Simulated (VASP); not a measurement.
# Ca2Ru2O7 with r2SCAN: from relaxation to properties, part 2 of 6

Aim: relax Ca2Ru2O7, then compute properties on the relaxed cell. Left out of this account: 1 further run (relaxation: a spoilt try). The start is a computed cell from the Materials Project.

VASP 6.6.1; r2SCAN, no spin polarisation; plane waves and PAW (Ca_sv, Ru_pv, O).

Still holding for the runs below: This run has no spin polarisation, although Ru can carry a moment. The k-mesh is coarse for a metal.

So far: The starting structure; Full relaxation (r2SCAN).

## 2. Full relaxation (r2SCAN) (continued)

Relaxation path:

```tsv
step	energy less that of the first step (eV)	largest force (eV/Å)	pressure (GPa)	volume (Å³)
1	0.0000	0.5409	-4.45	268.26
2	0.0048	0.1590	6.59	255.32
3	-0.1355	0.2046	0.76	261.73
4	-0.1570	0.0786	0.27	262.98
5	-0.1608	0.0065	-0.01	263.72
```

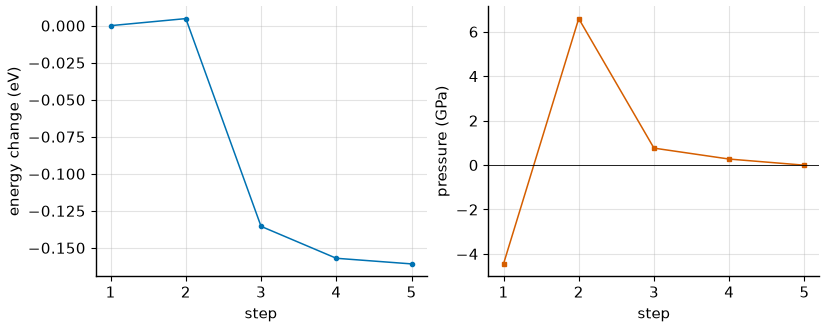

Energy and pressure along the relaxation.

```tsv
conventional cell, symmetrised	before	after	change
a (Å)	10.238	10.180	-0.6 %
b (Å)	10.238	10.180	-0.6 %
c (Å)	10.238	10.180	-0.6 %
volume (Å³/atom)	12.19	11.99	-1.7 %
```

The atoms that moved most (Å, as changes of fractional coordinates times the final cell):

```tsv
atom	dx	dy	dz	length
O13	-0.029	0.000	0.000	0.029
O11	0.029	0.000	0.000	0.029
O10	0.000	-0.029	0.000	0.029
O15	0.000	0.000	-0.029	0.029
O9	0.000	0.000	-0.029	0.029
O19	0.000	0.029	0.000	0.029
O18	0.000	-0.029	0.000	0.029
O17	0.000	0.000	0.029	0.029
```

Final coordinates:

```xyz
22
Lattice="0.0000 5.0898 5.0898 5.0898 0.0000 5.0898 5.0898 5.0898 0.0000" Properties=species:S:1:pos:R:3 pbc="T T T"
Ca    3.8174    1.2725    3.8174
Ca    3.8174    3.8174    1.2725
Ca    1.2725    3.8174    3.8174
Ca    1.2725    1.2725    1.2725
Ru    6.3623    3.8174    3.8174
Ru    3.8174    6.3623    3.8174
Ru    3.8174    3.8174    6.3623
Ru    6.3623    6.3623    6.3623
O     5.0898    5.0898    7.0507
O     5.0898    7.0507    5.0898
O     5.6739    7.6348    7.6348
O     3.1290    5.0898    5.0898
O     9.5956    7.6348    7.6348
O     5.0898    5.0898    3.1290
O     7.6348    7.6348    9.5956
O     0.0000    0.0000    0.0000
O     7.6348    7.6348    5.6739
O     7.6348    9.5956    7.6348
O     7.6348    5.6739    7.6348
O     2.5449    2.5449    2.5449
O     5.0898    3.1290    5.0898
O     7.0507    5.0898    5.0898
```

Numbers from this step:

* electrons: 180
* bands: 112
* irreducible k-points: 8
* symmetry operations: 48
* free energy (TOTEN): -255.7520 eV
* energy at zero smearing: -255.7419 eV
* Fermi energy: 4.119 eV
* pressure: -0.006658 GPa
* metallic: yes
* SCF cycles over all ionic steps: 62

It ends with a largest force of 0.006 eV/Å and a pressure of -0.01 GPa.

## 3. Second relaxation

The basis stayed that of the start cell while the cell moved. A rerun from the cell reached resets it; the error of the finite cutoff stays.

INCAR reads:

```
SYSTEM = Ca2Ru2O7
PREC = Accurate
ENCUT = 520
EDIFF = 1E-06
NELM = 100
ISMEAR = 0
SIGMA = 0.05
LREAL = Auto
ALGO = Normal
METAGGA = R2SCAN
LASPH = .TRUE.
NBANDS = 112
LORBIT = 11
LWAVE = .FALSE.
LCHARG = .FALSE.
KPAR = 8
IBRION = 2
NSW = 60
ISIF = 3
EDIFFG = -0.01
```

POSCAR reads:

```
Ca2Ru2O7
1.0
    0.0000000000      5.0898448751      5.0898448751
    5.0898448751      0.0000000000      5.0898448751
    5.0898448751      5.0898448751      0.0000000000
Ca Ru O
4 4 14
Direct
    0.1250000000      0.6250000000      0.1250000000
    0.1250000000      0.1250000000      0.6250000000
    0.6250000000      0.1250000000      0.1250000000
    0.1250000000      0.1250000000      0.1250000000
    0.1250000000      0.6250000000      0.6250000000
    0.6250000000      0.1250000000      0.6250000000
    0.6250000000      0.6250000000      0.1250000000
    0.6250000000      0.6250000000      0.6250000000
    0.6926245269      0.6926245269      0.3073754731
    0.6926245269      0.3073754731      0.6926245269
    0.9426245269      0.5573754731      0.5573754731
    0.6926245269      0.3073754731      0.3073754731
    0.5573754731      0.9426245269      0.9426245269
    0.3073754731      0.3073754731      0.6926245269
    0.9426245269      0.9426245269      0.5573754731
    0.0000000000      0.0000000000      0.0000000000
    0.5573754731      0.5573754731      0.9426245269
    0.9426245269      0.5573754731      0.9426245269
    0.5573754731      0.9426245269      0.5573754731
    0.2500000000      0.2500000000      0.2500000000
    0.3073754731      0.6926245269      0.3073754731
    0.3073754731      0.6926245269      0.6926245269
```

KPOINTS reads:

```
Automatic mesh
0
Gamma
4 4 4
0 0 0
```

The projector-augmented-wave data sets are Ca_sv, Ru_pv and O (PBE family, release 64).

On the command line:

```bash
mpirun -np 8 vasp_std
```

Log:

```text
[banner, memory and clock lines left out]
running    8 mpi-ranks, on    1 nodes
 distrk:  each k-point on    1 cores,    8 groups
 distr:  one band on    1 cores,    1 groups

 POSCAR found type information on POSCAR CaRuO
 POSCAR found :  3 types and      22 ions
 [... a notice as in an earlier step ...]

 [... a notice as in an earlier step ...]

 LDA part: xc-table for (None), standard interpolation
 POSCAR, INCAR and KPOINTS ok, starting setup
 FFT: planning ... GRIDC
 FFT: planning ... GRID_SOFT
 FFT: planning ... GRID
 WAVECAR not read
 entering main loop
       N       E                     dE             d eps       ncg     rms          rms(c)
DAV:   1     0.199624567606E+04    0.19962E+04   -0.10146E+05  1792   0.170E+03
DAV:   2    -0.120874136083E+03   -0.21171E+04   -0.20262E+04  1888   0.515E+02
DAV:   3    -0.346421788872E+03   -0.22555E+03   -0.22234E+03  2320   0.157E+02
DAV:   4    -0.355193902687E+03   -0.87721E+01   -0.87157E+01  2672   0.289E+01
DAV:   5    -0.355698529394E+03   -0.50463E+00   -0.50336E+00  2824   0.496E+00    0.863E+01
DAV:   6    -0.257699382703E+03    0.97999E+02   -0.22067E+02  2136   0.691E+01    0.261E+01
DAV:   7    -0.257275214587E+03    0.42417E+00   -0.55214E+01  2128   0.352E+01    0.230E+01
DAV:   8    -0.255635071562E+03    0.16401E+01   -0.57406E+00  2224   0.116E+01    0.640E+00
DAV:   9    -0.255787731649E+03   -0.15266E+00   -0.14927E+00  2184   0.374E+00    0.243E+00
DAV:  10    -0.255745416862E+03    0.42315E-01   -0.26683E-01  2576   0.146E+00    0.123E+00
DAV:  11    -0.255745433336E+03   -0.16474E-04   -0.50281E-02  2184   0.943E-01    0.439E-01
DAV:  12    -0.255744648119E+03    0.78522E-03   -0.50770E-03  2424   0.349E-01    0.201E-01
DAV:  13    -0.255744806226E+03   -0.15811E-03   -0.22594E-03  2352   0.185E-01    0.104E-01
DAV:  14    -0.255744770320E+03    0.35906E-04   -0.39720E-04  2176   0.964E-02    0.378E-02
DAV:  15    -0.255744771255E+03   -0.93464E-06   -0.62511E-05  2152   0.254E-02    0.153E-02
DAV:  16    -0.255744771786E+03   -0.53126E-06   -0.77088E-06  1936   0.115E-02
   1 F= -.25574477E+03 E0= -.25573473E+03  d E =-.255745E+03
 curvature:   0.00 expect dE= 0.000E+00 dE for cont linesearch  0.000E+00
 trial: gam= 0.00000 g(F)=  0.222E-04 g(S)=  0.151E-05 ort = 0.000E+00 (trialstep = 0.100E+01)
 search vector abs. value=  0.237E-04
 reached required accuracy - stopping structural energy minimisation
```

Elapsed: 2 min, on 8 MPI ranks of Intel Xeon 6975P-C (Granite Rapids), shared host; peak memory 4.1 GiB.

From OUTCAR (step 3):

```text
  LATTYP: Found a face centered cubic cell.
 ALAT       =    10.1796897502

 Found      8 irreducible k-points:

   ENCUT  =  520.0 eV  38.22 Ry    6.18 a.u.  13.38 13.38 13.38*2*pi/ulx,y,z

   NELECT =     180.0000    total number of electrons

 E-fermi :   4.1194

 k-point     1 :       0.0000    0.0000    0.0000
  band No.  band energies     occupation
    ...
     88       3.7899      2.00000
     89       3.7899      2.00000
     90       4.0311      1.98743
     91       4.0311      1.98743
     92       4.0311      1.98743
     93       4.5533      0.00000
     94       5.0540      0.00000
     95       5.0540      0.00000
     96       5.0540      0.00000
     97       6.7775      0.00000
    ...

 k-point     2 :       0.2500    0.0000    0.0000
  band No.  band energies     occupation
    ...
     88       3.7783      2.00000
     89       3.7783      2.00000
     90       3.8553      2.00000
     91       4.0703      1.83444
     92       4.0703      1.83442
     93       4.5494      0.00000
     94       4.9242      0.00000
     95       4.9242      0.00000
     96       5.0974      0.00000
     97       6.9456      0.00000
    ...

  Total       -0.0151706     -0.0151706     -0.0151706     -0.0000000      0.0000000     -0.0000000
  in kB       -0.0921659     -0.0921659     -0.0921659     -0.0000000      0.0000000     -0.0000000
  external PRESSURE =      -0.0921659 kB  Pullay stress =       0.0000000 kB

  energy-cutoff  :      520.00
  volume of cell :      263.72
      direct lattice vectors                 reciprocal lattice vectors
     0.000000000  5.089844875  5.089844875    -0.098234821  0.098234821  0.098234821
     5.089844875  0.000000000  5.089844875     0.098234821 -0.098234821  0.098234821
     5.089844875  5.089844875  0.000000000     0.098234821  0.098234821 -0.098234821

 POSITION                                       TOTAL-FORCE (eV/Angst)
 -----------------------------------------------------------------------------------
      3.81738      1.27246      3.81738        -0.000000     -0.000000     -0.000000
      3.81738      3.81738      1.27246        -0.000000     -0.000000     -0.000000
      1.27246      3.81738      3.81738        -0.000000     -0.000000     -0.000000
      1.27246      1.27246      1.27246        -0.000000     -0.000000     -0.000000
      6.36231      3.81738      3.81738        -0.000000     -0.000000     -0.000000
      3.81738      6.36231      3.81738        -0.000000     -0.000000     -0.000000
      3.81738      3.81738      6.36231        -0.000000     -0.000000     -0.000000
      6.36231      6.36231      6.36231        -0.000000     -0.000000     -0.000000
      5.08984      5.08984      7.05070        -0.000000     -0.000000     -0.006194
      5.08984      7.05070      5.08984        -0.000000     -0.006194     -0.000000
      5.67391      7.63477      7.63477         0.006194     -0.000000     -0.000000
      3.12899      5.08984      5.08984         0.006194     -0.000000     -0.000000
      9.59563      7.63477      7.63477        -0.006194     -0.000000     -0.000000
      5.08984      5.08984      3.12899        -0.000000     -0.000000      0.006194
      7.63477      7.63477      9.59563        -0.000000     -0.000000     -0.006194
      0.00000      0.00000      0.00000        -0.000000     -0.000000     -0.000000
      7.63477      7.63477      5.67391        -0.000000     -0.000000      0.006194
      7.63477      9.59563      7.63477        -0.000000     -0.006194     -0.000000
      7.63477      5.67391      7.63477        -0.000000      0.006194     -0.000000
      2.54492      2.54492      2.54492        -0.000000     -0.000000     -0.000000
      5.08984      3.12899      5.08984        -0.000000      0.006194     -0.000000
      7.05070      5.08984      5.08984        -0.006194     -0.000000     -0.000000
 -----------------------------------------------------------------------------------
    total drift:                                0.000000      0.000000      0.000000

  FREE ENERGIE OF THE ION-ELECTRON SYSTEM (eV)
  ---------------------------------------------------
  free  energy   TOTEN  =      -255.7447717858 eV

  energy  without entropy=     -255.7246912836  energy(sigma->0) =     -255.73473153

 total charge
# of ion       s       p       d       tot
------------------------------------------
    1        2.027   5.875   0.263   8.164
    2        2.027   5.875   0.263   8.164
    3        2.027   5.875   0.263   8.164
    4        2.027   5.875   0.263   8.164
    5        0.396   6.435   5.628  12.460
    6        0.396   6.435   5.628  12.460
    7        0.396   6.435   5.628  12.460
    8        0.396   6.435   5.628  12.460
    9        1.576   3.460   0.000   5.037
   10        1.576   3.460   0.000   5.037
   11        1.576   3.460   0.000   5.037
   12        1.576   3.460   0.000   5.037
   13        1.576   3.460   0.000   5.037
   14        1.576   3.460   0.000   5.037
   15        1.576   3.460   0.000   5.037
   16        1.567   3.500   0.000   5.067
   17        1.576   3.460   0.000   5.037
   18        1.576   3.460   0.000   5.037
   19        1.576   3.460   0.000   5.037
   20        1.567   3.500   0.000   5.067
   21        1.576   3.460   0.000   5.037
   22        1.576   3.460   0.000   5.037
--------------------------------------------------
tot         31.741  97.766  23.563 153.070

[... 6 parts as in an earlier step ...]

[... 6 further parts left out ...]
```

CONTCAR:

```
Ca2Ru2O7
   1.00000000000000
     0.0000000000000000    5.0898448750999998    5.0898448750999998
     5.0898448750999998    0.0000000000000000    5.0898448750999998
     5.0898448750999998    5.0898448750999998    0.0000000000000000
  Ca              Ru              O
     4     4    14
Direct
     0.1250000000000000    0.6250000000000000    0.1250000000000000
     0.1250000000000000    0.1250000000000000    0.6250000000000000
     0.6250000000000000    0.1250000000000000    0.1250000000000000
     0.1250000000000000    0.1250000000000000    0.1250000000000000
     0.1250000000000000    0.6250000000000000    0.6250000000000000
     0.6250000000000000    0.1250000000000000    0.6250000000000000
     0.6250000000000000    0.6250000000000000    0.1250000000000000
     0.6250000000000000    0.6250000000000000    0.6250000000000000
     0.6926245268999978    0.6926245268999978    0.3073754731000022
     0.6926245268999978    0.3073754731000022    0.6926245268999978
     0.9426245268999978    0.5573754731000022    0.5573754731000022
     0.6926245268999978    0.3073754731000022    0.3073754731000022
     0.5573754731000022    0.9426245268999978    0.9426245268999978
     0.3073754731000022    0.3073754731000022    0.6926245268999978
     0.9426245268999978    0.9426245268999978    0.5573754731000022
     0.0000000000000000    0.0000000000000000    0.0000000000000000
     0.5573754731000022    0.5573754731000022    0.9426245268999978
     0.9426245268999978    0.5573754731000022    0.9426245268999978
     0.5573754731000022    0.9426245268999978    0.5573754731000022
     0.2500000000000000    0.2500000000000000    0.2500000000000000
     0.3073754731000022    0.6926245268999978    0.3073754731000022
     0.3073754731000022    0.6926245268999978    0.6926245268999978
```

Little changed from the start: no atom moved by 0.005 Å and no cell edge by 0.1 %.

This step gave:

```yaml
free_energy_toten: -255.7448 eV
energy_at_zero_smearing: -255.7347 eV
pressure: -0.009217 GPa
scf_cycles_over_all_ionic_steps: 16
```

It ends with a largest force of 0.006 eV/Å and a pressure of -0.01 GPa. The volume moved by under 0.01 %: the run met its threshold at the first step.

## 4. Density, ELF and potential (r2SCAN)

The relaxed cell gets a fresh self-consistent run, on a basis set for its own volume, to fix the density and to check the remaining stress.

INCAR, as its differences from that of step 3:

```diff
@@ -14,7 +14,5 @@
 LWAVE = .FALSE.
-LCHARG = .FALSE.
-KPAR = 8
-IBRION = 2
-NSW = 60
-ISIF = 3
-EDIFFG = -0.01
+LCHARG = .TRUE.
+ISIF = 2
+LELF = .TRUE.
+LVHAR = .TRUE.
```

POSCAR is that of step 3.

KPOINTS is that of step 3.

On the command line:

```bash
mpirun -np 8 vasp_std
```

Log:

```text
[banner, memory and clock lines left out]
running    8 mpi-ranks, on    1 nodes
 distrk:  each k-point on    8 cores,    1 groups
 distr:  one band on    1 cores,    8 groups

 POSCAR found type information on POSCAR CaRuO
 POSCAR found :  3 types and      22 ions
 [... a notice as in an earlier step ...]

 [... a notice as in an earlier step ...]

 LDA part: xc-table for (None), standard interpolation
 POSCAR, INCAR and KPOINTS ok, starting setup
 FFT: planning ... GRIDC
 FFT: planning ... GRID_SOFT
 FFT: planning ... GRID
 WAVECAR not read
 entering main loop
       N       E                     dE             d eps       ncg     rms          rms(c)
[... 1 cycle as in an earlier step ...]
DAV:   2    -0.120874136086E+03   -0.21171E+04   -0.20262E+04  1888   0.515E+02
DAV:   3    -0.346421788875E+03   -0.22555E+03   -0.22234E+03  2320   0.157E+02
DAV:   4    -0.355193902689E+03   -0.87721E+01   -0.87157E+01  2672   0.289E+01
DAV:   5    -0.355698529396E+03   -0.50463E+00   -0.50336E+00  2824   0.496E+00    0.863E+01
DAV:   6    -0.257699382706E+03    0.97999E+02   -0.22067E+02  2136   0.691E+01    0.261E+01
DAV:   7    -0.257275214590E+03    0.42417E+00   -0.55214E+01  2128   0.352E+01    0.230E+01
DAV:   8    -0.255635071566E+03    0.16401E+01   -0.57406E+00  2224   0.116E+01    0.640E+00
DAV:   9    -0.255787731652E+03   -0.15266E+00   -0.14927E+00  2184   0.374E+00    0.243E+00
DAV:  10    -0.255745416865E+03    0.42315E-01   -0.26683E-01  2576   0.146E+00    0.123E+00
DAV:  11    -0.255745433340E+03   -0.16474E-04   -0.50281E-02  2184   0.943E-01    0.439E-01
DAV:  12    -0.255744648122E+03    0.78522E-03   -0.50770E-03  2424   0.349E-01    0.201E-01
DAV:  13    -0.255744806230E+03   -0.15811E-03   -0.22594E-03  2352   0.185E-01    0.104E-01
DAV:  14    -0.255744770323E+03    0.35906E-04   -0.39720E-04  2176   0.964E-02    0.378E-02
DAV:  15    -0.255744771258E+03   -0.93485E-06   -0.62511E-05  2152   0.254E-02    0.153E-02
DAV:  16    -0.255744771789E+03   -0.53129E-06   -0.77087E-06  1936   0.115E-02
   1 F= -.25574477E+03 E0= -.25573473E+03  d E =-.200805E-01
```

The job ended after 2.2 min (8 MPI ranks; peak memory 1.6 GiB; 18 min of CPU time).

Parts of OUTCAR (step 4):

```text
 Found      8 irreducible k-points:

   NELECT =     180.0000    total number of electrons

 E-fermi :   4.1194

  Total       -0.0151706     -0.0151706     -0.0151706     -0.0000000     -0.0000000      0.0000000
  in kB       -0.0921660     -0.0921660     -0.0921660     -0.0000000     -0.0000000      0.0000000
  external PRESSURE =      -0.0921660 kB  Pullay stress =       0.0000000 kB

  FREE ENERGIE OF THE ION-ELECTRON SYSTEM (eV)
  ---------------------------------------------------
  free  energy   TOTEN  =      -255.7447717895 eV

  energy  without entropy=     -255.7246912873  energy(sigma->0) =     -255.73473154

[... 18 parts as in an earlier step ...]
```

This step gave:

```
SCF cycles : 16
```

Valence electrons inside each PAW sphere by angular momentum. Sphere charges, by row:

```tsv
atom	s (e)	p (e)	d (e)	tot (e)
Ca1	2.027	5.875	0.263	8.164
Ca2	2.027	5.875	0.263	8.164
Ca3	2.027	5.875	0.263	8.164
Ca4	2.027	5.875	0.263	8.164
Ru5	0.396	6.435	5.628	12.46
Ru6	0.396	6.435	5.628	12.46
Ru7	0.396	6.435	5.628	12.46
Ru8	0.396	6.435	5.628	12.46
O9	1.576	3.46	0	5.037
O10	1.576	3.46	0	5.037
O11	1.576	3.46	0	5.037
O12	1.576	3.46	0	5.037
O13	1.576	3.46	0	5.037
O14	1.576	3.46	0	5.037
O15	1.576	3.46	0	5.037
O16	1.567	3.5	0	5.067
O17	1.576	3.46	0	5.037
O18	1.576	3.46	0	5.037
O19	1.576	3.46	0	5.037
O20	1.567	3.5	0	5.067
O21	1.576	3.46	0	5.037
O22	1.576	3.46	0	5.037
```

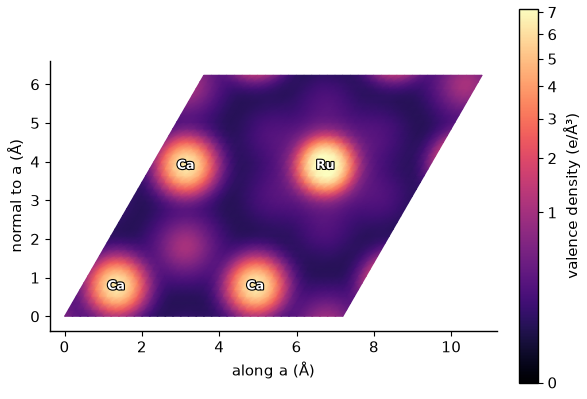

Valence density in the ac plane at fractional y = 0.125, with atoms of Ca and Ru within 0.2 Å of it. It is the smooth field of the valence electrons, not physical close to the nuclei. The colour scale is stretched toward low values.

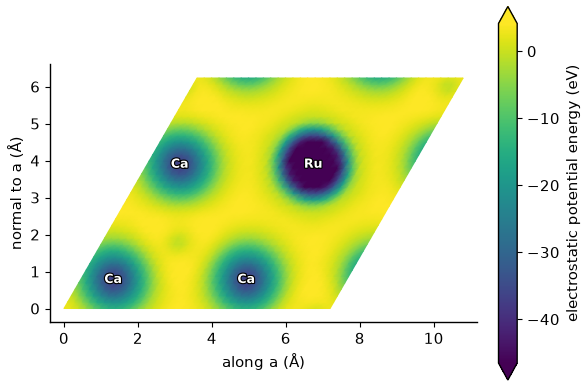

Electrostatic potential energy in the ac plane at fractional y = 0.125, with atoms of Ca and Ru within 0.2 Å of it. With pseudopotentials it is smooth inside the atoms' cores, unlike the true potential.

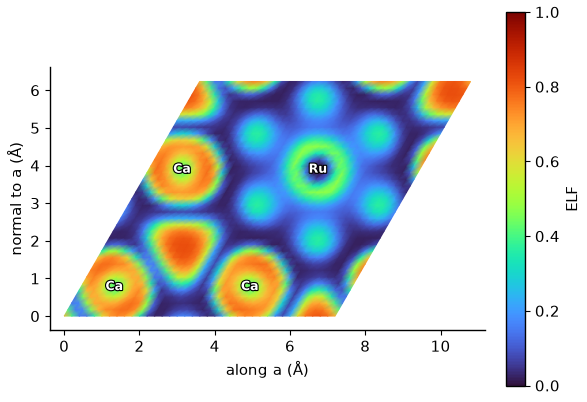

ELF in the ac plane at fractional y = 0.125, with atoms of Ca and Ru within 0.2 Å of it. It is the smooth field of the valence electrons, not physical close to the nuclei.

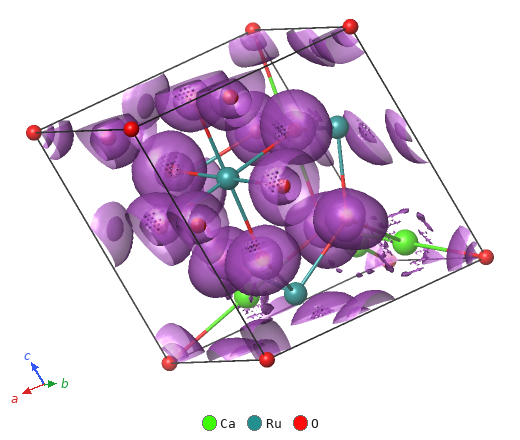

Surface of ELF = 0.78. Bonds to atoms that aren't drawn are left out.

In this run the pressure is -0.01 GPa, small enough to go on.

(Continued in part 3 of 6.)

[Lines on the potential files, build, host, timing and source positions are cut from VASP's logs without a mark.]

[Logs are printed without paths, hosts, clocks, repeated set-up lines and the standing remarks that a program may print on its own settings, such as how far it seeks lower states.]

[Hosts, paths, dates, database ids (printed as entryN), source tags and the programs' standing remarks are cut or masked in the printed files.]

[A measured line is paired with the nearest computed mode of its activity, which favours agreement.]
